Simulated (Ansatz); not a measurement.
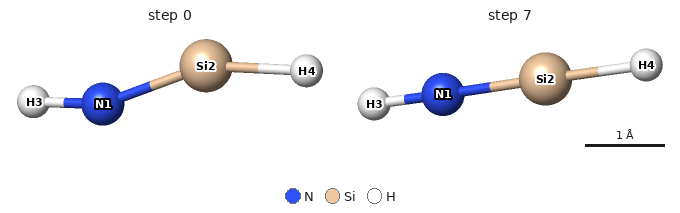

The structure of SiNH₂ (charge +1) before (left) and after (right) a relaxation, at one scale.

Style: ball-and-stick. Shown at a tilt.

It is one of the separated reactants of a reaction.

All numbers below come from RKS PBE0-D4/def2-TZVP (Ansatz 0.2.0). Settings: force threshold 0.005 eV/Å; at most 200 steps.

### Describe what moved and what it gained.

Over 6 accepted moves (7 points after the start) the energy falls by 1.16 kcal/mol. The largest force component goes from 1.1 to 0.0011 eV/Å. The line search rejected the trial step at point 3 of the run. The atom that moves furthest after the best rigid fit is Si2 (0.17 Å). Largest moves by element: Si 0.17 Å, N 0.13 Å, H 0.08 Å. Some distances before and after: N1–Si2 1.540 → 1.498 Å, N1–H3 1.025 → 1.006 Å, Si2–H4 1.488 → 1.471 Å. Among the angles between lasting bonds that change: N1–Si2–H4 158.6° → 179.4°, Si2–N1–H3 159.3° → 179.3°. Cost: 6.5 s on 2 threads of Arm Neoverse V1, on a shared host.
